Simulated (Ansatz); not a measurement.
Consider Ta₃P₄.

Input file:

```
crystal:
  lattice:
    - [3.553929375, 0.0, 0.0]
    - [0.0, 3.553929375, 0.0]
    - [0.0, 0.0, 9.8662582534]
  atoms:
    - { symbol: Ta, position: [0.0, 0.0, 0.7562915559] }
    - { symbol: Ta, position: [0.5, 0.5, 0.5] }
    - { symbol: Ta, position: [0.0, 0.0, 0.2437084441] }
    - { symbol: P, position: [0.0, 0.0, 0.5] }
    - { symbol: P, position: [0.5, 0.5, 0.2325786622] }
    - { symbol: P, position: [0.0, 0.0, 0.0] }
    - { symbol: P, position: [0.5, 0.5, 0.7674213378] }
basis:
  ecutwfc: 420
kpoints:
  mp_grid: { grid: [10, 10, 4] }
hamiltonian:
  xc: pbe
scf:
  occupations: { method: gaussian, width: 0.1 }
output:
  forces: true
  stress: true
  eigenvalues: true
  write_density: true
  write_potential: true
  elf: true
  volumetric_format: npy
relax:
  adjacent_minimum: "off"
  f_tol: 0.01
  max_steps: 80
  cell: { stress_tol: 0.05 }
```

Run with:

```sh
ansatz run input.yaml --threads 1 --pin off --max-ram 2560MiB --backend cpu --events-out ev --progress --plain --runs-dir out
```

Below, planes, directions and counts refer to the conventional cell (a = 3.56 Å, b = 3.56 Å, c = 9.85 Å, α = 90.00°, β = 90.00°, γ = 90.00°).

The fields are those of the relaxed geometry.

Space group P4/mmm; a structure generated by program, which may or may not match a known phase; computed without spin polarisation.

Computed with DFT PBE, scalar-relativistic, plane waves, PAW (Ansatz).

Q: Predict the valence pseudo-density and electron localisation function between the atoms.

A: Ta–P (2.51 Å): the density is about 0.46 e/Å³ at the midpoint; the ELF peaks at about 0.80 in the valence shell of P, 0.8 Å from its nucleus, and is about 0.40 at the midpoint.

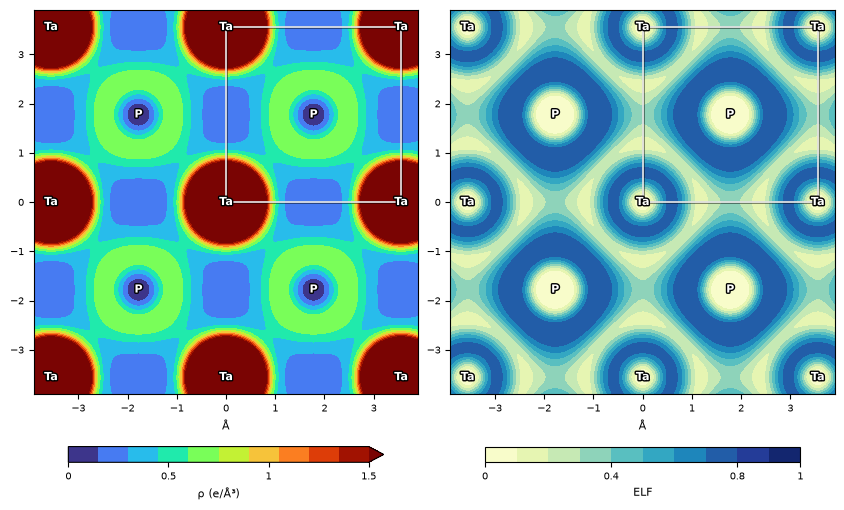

Computed valence pseudo-density and electron localisation function on the (001) plane of the conventional cell, in this order. 

The density is the valence pseudo-density of a PAW calculation; it isn't the true density close to the nuclei.
